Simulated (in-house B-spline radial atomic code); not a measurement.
# In⁵⁺: excited configurations

Wanted: excitation energies of In⁵⁺ as differences of total energies (ΔSCF).

The numbers are computed with in-house B-spline radial atomic code version 1 (Dirac-Hartree-Fock, average of configuration, Fermi nucleus, basis-set limit), except any that are marked as measured or tabulated.

## 1. What is computed

| Quantity | Value |
| --- | --- |
| element | indium (Z = 49) |
| charge | +5 |
| electrons | 44 |
| configuration | [Kr] 4d8 |
| Hamiltonian | Dirac-Coulomb |
| nucleus | Fermi, rms radius 4.616 fm |

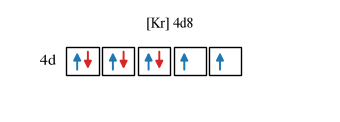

Outer shells as boxes.

The boxes draw the filling by Hund's rule, which heavy ions in jj coupling don't follow; these runs average over all states of the configuration.

The run's settings:

```ini
Z = 49
electrons = 44.0
configuration = [Kr] 4d8
hamiltonian = dirac
method = hf
spin_polarised = False
nucleus = fermi
rms_radius = 4.6156
mass_number = 115
atomic_mass = 114.903878772
speed_of_light = 137.035999084
```

This reference run was done before. Its total energy is -5873.960039 hartree, and its levels are (the highest eight at most):

| orbital | occupation | energy (eV) | <r> (bohr) |
| --- | --- | --- | --- |
| 3p3/2 | 4 | -762.38 | 0.3487 |
| 3d3/2 | 4 | -546.96 | 0.3213 |
| 3d5/2 | 6 | -539.00 | 0.3248 |
| 4s1/2 | 2 | -211.59 | 0.8430 |
| 4p1/2 | 2 | -168.47 | 0.8892 |
| 4p3/2 | 4 | -161.28 | 0.9143 |
| 4d3/2 | 3.2 | -93.725 | 1.065 |
| 4d5/2 | 4.8 | -92.680 | 1.076 |

## 2. [Ar] 3d9 4s2 4p6 4d8 7p1

Settings: those of step 1 with these lines changed.

```diff
@@ -2,3 +2,3 @@
 electrons = 44.0
-configuration = [Kr] 4d8
+configuration = [Ar] 3d9 4s2 4p6 4d8 7p1
 hamiltonian = dirac
```

Results of the run (chosen fields of its result record, rounded):

```text
{
  "status": "converged",
  "scf [iteration, energy, orbital gradient]": [
    [1, -5832.59570348, 0.935],
    [2, -5850.72196644, 0.447],
    [3, -5854.77713249, 0.143],
    [4, -5855.17316317, 0.0457],
    [5, -5855.20778077, 0.0166],
    [6, -5855.21425147, 0.00166],
    [7, -5855.21428738, 6.79e-05],
    [8, -5855.21428744, 1.08e-05],
    [9, -5855.21428744, 6.95e-07],
    [10, -5855.21428744, 3.36e-08]
  ],
  "energy [hartree]": {"total": -5855.21428744, "kinetic": 6154.73851283, "nuclear": -14052.0898063, "coulomb": 2192.97221009, "exact_exchange": -150.835204018},
  "breit [hartree]": {"gaunt": 4.58302, "retardation": -0.4668768, "frequency_dependence": -0.03869577},
  "qed [hartree]": {"self_energy": 3.11044, "uehling": -0.3988056, "wichmann_kroll": 0.007947756},
  "recoil [hartree]": 0.01919149,
  "total_with_corrections [hartree]": -5848.39806646,
  "orbitals [hartree, bohr; first row names the columns]": [
    ["name", "occ", "eps", "<r>"],
    ["1s1/2", 2.0, -1037.3506, 0.029707],
    ["2s1/2", 2.0, -162.54183, 0.12786],
    ["2p1/2", 2.0, -151.44195, 0.10849],
    ["2p3/2", 4.0, -143.65407, 0.11371],
    ["3s1/2", 2.0, -35.46936, 0.34414],
    ["3p1/2", 2.0, -30.940933, 0.33537],
    ["3p3/2", 4.0, -29.466508, 0.34584],
    ["3d3/2", 3.6, -21.720527, 0.31487],
    ["3d5/2", 5.4, -21.421278, 0.31817],
    ["4s1/2", 2.0, -8.5769583, 0.8242],
    ["4p1/2", 2.0, -6.9608592, 0.8641],
    ["4p3/2", 4.0, -6.6782054, 0.8877],
    ["4d3/2", 3.2, -4.1196094, 1.0103],
    ["4d5/2", 4.8, -4.0761557, 1.02],
    ["7p1/2", 0.33333, -0.70563623, 6.2777],
    ["7p3/2", 0.66667, -0.69734294, 6.3539]
  ],
  "sum_r [bohr^k]": {"-1": 286.7801, "1": 27.96615, "2": 63.26505},
  "energy_minus_base [hartree]": 18.7457512,
  "energy_minus_base_with_corrections [hartree]": 18.7387221
}
```

Run time: 1.2 s. Hardware: 1 thread, shared host.

energy_minus_base is the energy less that of the reference run.

## 3. [Ar] 3d9 4s2 4p6 4d8 4f1

Settings: those of step 2 with these lines changed.

```diff
@@ -2,3 +2,3 @@
 electrons = 44.0
-configuration = [Ar] 3d9 4s2 4p6 4d8 7p1
+configuration = [Ar] 3d9 4s2 4p6 4d8 4f1
 hamiltonian = dirac
```

Result record:

```text
{
  "status": "converged",
  "scf [iteration, energy, orbital gradient]": [
    [1, -5833.20981801, 0.934],
    [2, -5849.62268794, 0.489],
    [3, -5855.30744264, 0.129],
    [4, -5855.81486946, 0.0291],
    [5, -5855.85006643, 0.0182],
    [6, -5855.85892206, 0.00306],
    [7, -5855.85914619, 0.000378],
    [8, -5855.8591522, 3.08e-05],
    [9, -5855.85915225, 3.83e-06],
    [10, -5855.85915225, 3.12e-07]
  ],
  "energy [hartree]": {"total": -5855.85915225, "kinetic": 6155.35452833, "nuclear": -14068.093628, "coulomb": 2207.8139424, "exact_exchange": -150.933994967},
  "breit [hartree]": {"gaunt": 4.5821, "retardation": -0.4667378, "frequency_dependence": -0.03868698},
  "qed [hartree]": {"self_energy": 3.110402, "uehling": -0.3988038, "wichmann_kroll": 0.007947719},
  "recoil [hartree]": 0.01918951,
  "total_with_corrections [hartree]": -5849.04374185,
  "orbitals [hartree, bohr; first row names the columns]": [
    ["name", "occ", "eps", "<r>"],
    ["1s1/2", 2.0, -1037.0227, 0.029707],
    ["2s1/2", 2.0, -162.20602, 0.12786],
    ["2p1/2", 2.0, -151.10759, 0.10849],
    ["2p3/2", 4.0, -143.31922, 0.11371],
    ["3s1/2", 2.0, -35.117739, 0.3441],
    ["3p1/2", 2.0, -30.589923, 0.33534],
    ["3p3/2", 4.0, -29.115008, 0.3458],
    ["3d3/2", 3.6, -21.371486, 0.31485],
    ["3d5/2", 5.4, -21.072028, 0.31815],
    ["4s1/2", 2.0, -8.2242182, 0.82565],
    ["4p1/2", 2.0, -6.6117487, 0.86652],
    ["4p3/2", 4.0, -6.3304537, 0.89049],
    ["4d3/2", 3.2, -3.7859438, 1.0194],
    ["4d5/2", 4.8, -3.7431086, 1.0294],
    ["4f5/2", 0.42857, -1.3520704, 1.9793],
    ["4f7/2", 0.57143, -1.3525655, 1.9809]
  ],
  "sum_r [bohr^k]": {"-1": 287.1067, "1": 23.71025, "2": 23.59621},
  "energy_minus_base [hartree]": 18.1008864,
  "energy_minus_base_with_corrections [hartree]": 18.0930467
}
```

Wall time 1.3 s (1 thread, shared host).

## 4. Run with [Ar] 3d10 4s2 4p5 4d8 6g1

Settings: those of step 3 with these lines changed.

```diff
@@ -2,3 +2,3 @@
 electrons = 44.0
-configuration = [Ar] 3d9 4s2 4p6 4d8 4f1
+configuration = [Ar] 3d10 4s2 4p5 4d8 6g1
 hamiltonian = dirac
```

Result record:

```text
{
  "status": "converged",
  "scf [iteration, energy, orbital gradient]": [
    [1, -5850.2282951, 0.864],
    [2, -5865.11001159, 0.387],
    [3, -5868.20334836, 0.119],
    [4, -5868.4939979, 0.0386],
    [5, -5868.52080906, 0.0141],
    [6, -5868.52529129, 0.00173],
    [7, -5868.52533254, 7.92e-05],
    [8, -5868.5253326, 7.02e-06],
    [9, -5868.5253326, 7.16e-07],
    [10, -5868.5253326, 3.69e-08]
  ],
  "energy [hartree]": {"total": -5868.5253326, "kinetic": 6167.33780826, "nuclear": -14104.677916, "coulomb": 2221.68611607, "exact_exchange": -152.871340937},
  "breit [hartree]": {"gaunt": 4.586363, "retardation": -0.4666357, "frequency_dependence": -0.03842782},
  "qed [hartree]": {"self_energy": 3.108285, "uehling": -0.3986133, "wichmann_kroll": 0.007943859},
  "recoil [hartree]": 0.01917738,
  "total_with_corrections [hartree]": -5861.70724002,
  "orbitals [hartree, bohr; first row names the columns]": [
    ["name", "occ", "eps", "<r>"],
    ["1s1/2", 2.0, -1036.2165, 0.029705],
    ["2s1/2", 2.0, -161.33764, 0.12791],
    ["2p1/2", 2.0, -150.23815, 0.10855],
    ["2p3/2", 4.0, -142.45159, 0.11378],
    ["3s1/2", 2.0, -34.747646, 0.34624],
    ["3p1/2", 2.0, -30.220379, 0.33826],
    ["3p3/2", 4.0, -28.769508, 0.34897],
    ["3d3/2", 4.0, -20.865373, 0.32103],
    ["3d5/2", 6.0, -20.572475, 0.32449],
    ["4s1/2", 2.0, -8.3573252, 0.83548],
    ["4p1/2", 1.6667, -6.8313626, 0.87738],
    ["4p3/2", 3.3333, -6.5618243, 0.90116],
    ["4d3/2", 3.2, -4.0162686, 1.0329],
    ["4d5/2", 4.8, -3.9754327, 1.0425],
    ["6g7/2", 0.44444, -0.50206073, 7.274],
    ["6g9/2", 0.55556, -0.5020766, 7.2735]
  ],
  "sum_r [bohr^k]": {"-1": 287.8533, "1": 28.70349, "2": 78.21149},
  "energy_minus_base [hartree]": 5.43470602,
  "energy_minus_base_with_corrections [hartree]": 5.42954853
}
```

Wall time 1.4 s (1 thread, shared host).

## 5. [Ar] 3d10 4s2 4p5 4d8 6d1

Settings: those of step 4 with these lines changed.

```diff
@@ -2,3 +2,3 @@
 electrons = 44.0
-configuration = [Ar] 3d10 4s2 4p5 4d8 6g1
+configuration = [Ar] 3d10 4s2 4p5 4d8 6d1
 hamiltonian = dirac
```

Result record:

```text
{
  "status": "converged",
  "scf [iteration, energy, orbital gradient]": [
    [1, -5850.74228624, 0.861],
    [2, -5865.33960718, 0.4],
    [3, -5868.54316281, 0.118],
    [4, -5868.84199025, 0.037],
    [5, -5868.8673523, 0.0143],
    [6, -5868.87225654, 0.00172],
    [7, -5868.87230267, 6.68e-05],
    [8, -5868.87230272, 5.57e-06],
    [9, -5868.87230272, 6.88e-07],
    [10, -5868.87230272, 3.4e-08]
  ],
  "energy [hartree]": {"total": -5868.87230272, "kinetic": 6167.68192598, "nuclear": -14108.9354135, "coulomb": 2225.27012076, "exact_exchange": -152.888935959},
  "breit [hartree]": {"gaunt": 4.586428, "retardation": -0.4666502, "frequency_dependence": -0.03842662},
  "qed [hartree]": {"self_energy": 3.108267, "uehling": -0.3986114, "wichmann_kroll": 0.007943821},
  "recoil [hartree]": 0.01917811,
  "total_with_corrections [hartree]": -5862.05417466,
  "orbitals [hartree, bohr; first row names the columns]": [
    ["name", "occ", "eps", "<r>"],
    ["1s1/2", 2.0, -1036.1292, 0.029705],
    ["2s1/2", 2.0, -161.25032, 0.12791],
    ["2p1/2", 2.0, -150.15078, 0.10855],
    ["2p3/2", 4.0, -142.36424, 0.11378],
    ["3s1/2", 2.0, -34.662702, 0.34625],
    ["3p1/2", 2.0, -30.135377, 0.33828],
    ["3p3/2", 4.0, -28.68462, 0.34898],
    ["3d3/2", 4.0, -20.780345, 0.32105],
    ["3d5/2", 6.0, -20.487482, 0.3245],
    ["4s1/2", 2.0, -8.2780432, 0.83575],
    ["4p1/2", 1.6667, -6.7526843, 0.87775],
    ["4p3/2", 3.3333, -6.4834024, 0.90158],
    ["4d3/2", 3.2, -3.9396395, 1.0339],
    ["4d5/2", 4.8, -3.8989115, 1.0435],
    ["6d3/2", 0.4, -0.85081871, 4.8834],
    ["6d5/2", 0.6, -0.84802593, 4.9011]
  ],
  "sum_r [bohr^k]": {"-1": 287.9402, "1": 26.33482, "2": 45.39306},
  "energy_minus_base [hartree]": 5.08773591,
  "energy_minus_base_with_corrections [hartree]": 5.08261389
}
```

Run time: 1.2 s. Hardware: 1 thread, shared host.

## 6. [Kr] 4d7 4f1

Settings: those of step 5 with these lines changed.

```diff
@@ -2,3 +2,3 @@
 electrons = 44.0
-configuration = [Ar] 3d10 4s2 4p5 4d8 6d1
+configuration = [Kr] 4d7 4f1
 hamiltonian = dirac
```

Result record:

```text
{
  "status": "converged",
  "scf [iteration, energy, orbital gradient]": [
    [1, -5854.8531133, 0.849],
    [2, -5867.50075405, 0.398],
    [3, -5871.5371788, 0.106],
    [4, -5871.88332708, 0.0249],
    [5, -5871.90983878, 0.0141],
    [6, -5871.91524985, 0.00266],
    [7, -5871.91540722, 0.00045],
    [8, -5871.91541408, 1.58e-05],
    [9, -5871.9154141, 3.8e-06],
    [10, -5871.9154141, 2.54e-07]
  ],
  "energy [hartree]": {"total": -5871.9154141, "kinetic": 6170.98728276, "nuclear": -14130.1258163, "coulomb": 2240.87036436, "exact_exchange": -153.647244964},
  "breit [hartree]": {"gaunt": 4.592198, "retardation": -0.4675681, "frequency_dependence": -0.03857057},
  "qed [hartree]": {"self_energy": 3.108457, "uehling": -0.3986015, "wichmann_kroll": 0.007943676},
  "recoil [hartree]": 0.01917759,
  "total_with_corrections [hartree]": -5865.09237871,
  "orbitals [hartree, bohr; first row names the columns]": [
    ["name", "occ", "eps", "<r>"],
    ["1s1/2", 2.0, -1035.7137, 0.029706],
    ["2s1/2", 2.0, -160.88466, 0.12792],
    ["2p1/2", 2.0, -149.78192, 0.10855],
    ["2p3/2", 4.0, -141.99657, 0.11377],
    ["3s1/2", 2.0, -34.298132, 0.34624],
    ["3p1/2", 2.0, -29.775847, 0.33785],
    ["3p3/2", 4.0, -28.324674, 0.34851],
    ["3d3/2", 4.0, -20.409141, 0.32114],
    ["3d5/2", 6.0, -20.116118, 0.3246],
    ["4s1/2", 2.0, -8.0065081, 0.83822],
    ["4p1/2", 2.0, -6.4040406, 0.88241],
    ["4p3/2", 4.0, -6.1354906, 0.90689],
    ["4d3/2", 2.8, -3.6629325, 1.0458],
    ["4d5/2", 4.2, -3.623489, 1.056],
    ["4f5/2", 0.42857, -1.3272667, 2.0717],
    ["4f7/2", 0.57143, -1.3279458, 2.0722]
  ],
  "sum_r [bohr^k]": {"-1": 288.3726, "1": 23.48583, "2": 23.67502},
  "energy_minus_base [hartree]": 2.04462453,
  "energy_minus_base_with_corrections [hartree]": 2.04440983
}
```

Run time: 1.3 s. Hardware: 1 thread, shared host.

## 7. Run with [Kr] 4d7 7g1

Settings: those of step 6 with these lines changed.

```diff
@@ -2,3 +2,3 @@
 electrons = 44.0
-configuration = [Kr] 4d7 4f1
+configuration = [Kr] 4d7 7g1
 hamiltonian = dirac
```

Result record:

```text
{
  "status": "converged",
  "scf [iteration, energy, orbital gradient]": [
    [1, -5853.82634192, 0.85],
    [2, -5867.98454098, 0.355],
    [3, -5870.67466692, 0.115],
    [4, -5870.93382526, 0.0389],
    [5, -5870.95852223, 0.0122],
    [6, -5870.96251279, 0.00133],
    [7, -5870.96253698, 5.51e-05],
    [8, -5870.96253702, 5.59e-06],
    [9, -5870.96253702, 6.43e-07],
    [10, -5870.96253702, 3.86e-08]
  ],
  "energy [hartree]": {"total": -5870.96253702, "kinetic": 6170.05202002, "nuclear": -14111.1849654, "coulomb": 2223.72466719, "exact_exchange": -153.55425882},
  "breit [hartree]": {"gaunt": 4.592765, "retardation": -0.467648, "frequency_dependence": -0.03857465},
  "qed [hartree]": {"self_energy": 3.10849, "uehling": -0.3986039, "wichmann_kroll": 0.007943724},
  "recoil [hartree]": 0.01917826,
  "total_with_corrections [hartree]": -5864.13898686,
  "orbitals [hartree, bohr; first row names the columns]": [
    ["name", "occ", "eps", "<r>"],
    ["1s1/2", 2.0, -1036.101, 0.029706],
    ["2s1/2", 2.0, -161.27709, 0.12792],
    ["2p1/2", 2.0, -150.17331, 0.10855],
    ["2p3/2", 4.0, -142.38832, 0.11378],
    ["3s1/2", 2.0, -34.702491, 0.34627],
    ["3p1/2", 2.0, -30.17966, 0.33788],
    ["3p3/2", 4.0, -28.728869, 0.34854],
    ["3d3/2", 4.0, -20.811639, 0.32118],
    ["3d5/2", 6.0, -20.51878, 0.32463],
    ["4s1/2", 2.0, -8.4098912, 0.83676],
    ["4p1/2", 2.0, -6.803737, 0.87994],
    ["4p3/2", 4.0, -6.5338531, 0.90405],
    ["4d3/2", 2.8, -4.0476999, 1.0359],
    ["4d5/2", 4.2, -4.0076077, 1.0456],
    ["7g7/2", 0.44444, -0.36888236, 10.51],
    ["7g9/2", 0.55556, -0.36889484, 10.51]
  ],
  "sum_r [bohr^k]": {"-1": 287.9861, "1": 31.83397, "2": 143.3589},
  "energy_minus_base [hartree]": 2.9975016,
  "energy_minus_base_with_corrections [hartree]": 2.99780168
}
```

Run time: 1.4 s. Hardware: 1 thread, shared host.

## 8. [Ar] 3d9 4s2 4p6 4d8 8p1

Settings: those of step 7 with these lines changed.

```diff
@@ -2,3 +2,3 @@
 electrons = 44.0
-configuration = [Kr] 4d7 7g1
+configuration = [Ar] 3d9 4s2 4p6 4d8 8p1
 hamiltonian = dirac
```

Result record:

```text
{
  "status": "converged",
  "scf [iteration, energy, orbital gradient]": [
    [1, -5832.33154633, 0.935],
    [2, -5850.55371357, 0.444],
    [3, -5854.56539072, 0.142],
    [4, -5854.95974504, 0.0458],
    [5, -5854.99476882, 0.0164],
    [6, -5855.00116488, 0.00162],
    [7, -5855.00120031, 6.43e-05],
    [8, -5855.00120037, 1.03e-05],
    [9, -5855.00120037, 6.93e-07],
    [10, -5855.00120037, 3.59e-08]
  ],
  "energy [hartree]": {"total": -5855.00120037, "kinetic": 6154.52200643, "nuclear": -14049.2475539, "coulomb": 2190.55480512, "exact_exchange": -150.830458071},
  "breit [hartree]": {"gaunt": 4.58292, "retardation": -0.4668598, "frequency_dependence": -0.038694},
  "qed [hartree]": {"self_energy": 3.110439, "uehling": -0.398806, "wichmann_kroll": 0.007947763},
  "recoil [hartree]": 0.01919081,
  "total_with_corrections [hartree]": -5848.18506236,
  "orbitals [hartree, bohr; first row names the columns]": [
    ["name", "occ", "eps", "<r>"],
    ["1s1/2", 2.0, -1037.4084, 0.029707],
    ["2s1/2", 2.0, -162.59893, 0.12786],
    ["2p1/2", 2.0, -151.49912, 0.10849],
    ["2p3/2", 4.0, -143.71122, 0.11371],
    ["3s1/2", 2.0, -35.525841, 0.34414],
    ["3p1/2", 2.0, -30.997382, 0.33537],
    ["3p3/2", 4.0, -29.522936, 0.34584],
    ["3d3/2", 3.6, -21.777127, 0.31486],
    ["3d5/2", 5.4, -21.477872, 0.31817],
    ["4s1/2", 2.0, -8.6321901, 0.82415],
    ["4p1/2", 2.0, -7.015934, 0.86402],
    ["4p3/2", 4.0, -6.7332177, 0.88761],
    ["4d3/2", 3.2, -4.1744176, 1.01],
    ["4d5/2", 4.8, -4.1309381, 1.0196],
    ["8p1/2", 0.33333, -0.49018126, 9.0695],
    ["8p3/2", 0.66667, -0.48538352, 9.1606]
  ],
  "sum_r [bohr^k]": {"-1": 286.7221, "1": 30.76419, "2": 111.5359},
  "energy_minus_base [hartree]": 18.9588383,
  "energy_minus_base_with_corrections [hartree]": 18.9517262
}
```

It took 1.3 s on 1 thread, shared host.

## 9. [Ar] 3d10 4s2 4p5 4d8 5p1

Settings: those of step 8 with these lines changed.

```diff
@@ -2,3 +2,3 @@
 electrons = 44.0
-configuration = [Ar] 3d9 4s2 4p6 4d8 8p1
+configuration = [Ar] 3d10 4s2 4p5 4d8 5p1
 hamiltonian = dirac
```

Result record:

```text
{
  "status": "converged",
  "scf [iteration, energy, orbital gradient]": [
    [1, -5852.25132679, 0.858],
    [2, -5866.0586497, 0.437],
    [3, -5869.65392185, 0.12],
    [4, -5869.96700579, 0.0341],
    [5, -5869.9922569, 0.0151],
    [6, -5869.99719958, 0.00164],
    [7, -5869.99725182, 5.1e-05],
    [8, -5869.99725194, 4.87e-06],
    [9, -5869.99725195, 4.35e-07]
  ],
  "energy [hartree]": {"total": -5869.99725194, "kinetic": 6168.85206318, "nuclear": -14121.3085716, "coulomb": 2235.39421222, "exact_exchange": -152.934955787},
  "breit [hartree]": {"gaunt": 4.587557, "retardation": -0.4668343, "frequency_dependence": -0.03844945},
  "qed [hartree]": {"self_energy": 3.108295, "uehling": -0.3986095, "wichmann_kroll": 0.007943792},
  "recoil [hartree]": 0.01918003,
  "total_with_corrections [hartree]": -5863.17816924,
  "orbitals [hartree, bohr; first row names the columns]": [
    ["name", "occ", "eps", "<r>"],
    ["1s1/2", 2.0, -1035.8793, 0.029705],
    ["2s1/2", 2.0, -161.00943, 0.12792],
    ["2p1/2", 2.0, -149.90911, 0.10855],
    ["2p3/2", 4.0, -142.12283, 0.11378],
    ["3s1/2", 2.0, -34.426116, 0.34627],
    ["3p1/2", 2.0, -29.899314, 0.33828],
    ["3p3/2", 4.0, -28.448644, 0.34899],
    ["3d3/2", 4.0, -20.54246, 0.32108],
    ["3d5/2", 6.0, -20.249615, 0.32454],
    ["4s1/2", 2.0, -8.0505934, 0.83608],
    ["4p1/2", 1.6667, -6.5265346, 0.87811],
    ["4p3/2", 3.3333, -6.2576685, 0.90211],
    ["4d3/2", 3.2, -3.7148153, 1.0393],
    ["4d5/2", 4.8, -3.674241, 1.0492],
    ["5p1/2", 0.33333, -2.0043399, 2.1855],
    ["5p3/2", 0.66667, -1.9627076, 2.2346]
  ],
  "sum_r [bohr^k]": {"-1": 288.1927, "1": 23.70685, "2": 24.18682},
  "energy_minus_base [hartree]": 3.96278668,
  "energy_minus_base_with_corrections [hartree]": 3.95861931
}
```

Wall time 1 s (1 thread, shared host).

## 10. The excitation energies

| net move | configuration | energy above the reference (eV) | with Breit, QED, recoil (eV) | largest <r> (bohr) |
| --- | --- | --- | --- | --- |
| 4d → 4f | [Kr] 4d7 4f1 | 55.637 | 55.631 | 2.07 |
| 4d → 7g | [Kr] 4d7 7g1 | 81.566 | 81.574 | 10.5 |
| 4p → 5p | [Ar] 3d10 4s2 4p5 4d8 5p1 | 107.83 | 107.72 | 2.23 |
| 4p → 6d | [Ar] 3d10 4s2 4p5 4d8 6d1 | 138.44 | 138.30 | 4.90 |
| 4p → 6g | [Ar] 3d10 4s2 4p5 4d8 6g1 | 147.89 | 147.75 | 7.27 |
| 3d → 4f | [Ar] 3d9 4s2 4p6 4d8 4f1 | 492.55 | 492.34 | 1.98 |
| 3d → 7p | [Ar] 3d9 4s2 4p6 4d8 7p1 | 510.10 | 509.91 | 6.35 |
| 3d → 8p | [Ar] 3d9 4s2 4p6 4d8 8p1 | 515.90 | 515.70 | 9.16 |

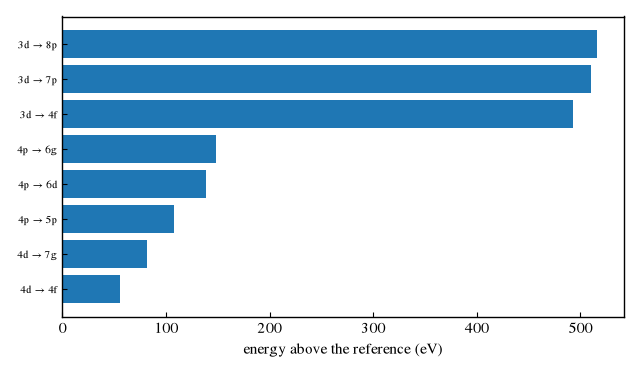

Energy of each configuration above the reference.

Quantum defects of the promoted electron, δ = n − ζ/√(−2ε) with ζ = 6 and ε its orbital energy in hartree:

| promotion | δ |
| --- | --- |
| 4d → 7g | 0.015 |
| 4p → 5p | 1.982 |
| 4p → 6d | 1.396 |
| 4p → 6g | 0.012 |
| 3d → 7p | 1.929 |
| 3d → 8p | 1.920 |

**Reading.** The lowest of them is 4d → 4f at 55.637 eV and the highest 3d → 8p at 515.90 eV. Koopmans' estimate of the ionisation threshold is 92.680 eV; 6 configurations exceed it by over 2 % and could autoionise. Of those tabulated, the defect is largest for 5p (1.98) and least for 6g (0.01): low angular momentum penetrates the core, high angular momentum stays outside it. Two partly filled shells share a symmetry and can mix in the average, which may lower the energy, for: 4p → 5p; 4p → 6d; 3d → 4f; 3d → 7p; 3d → 8p. These are averages over configurations, without correlation, not spectroscopic levels.
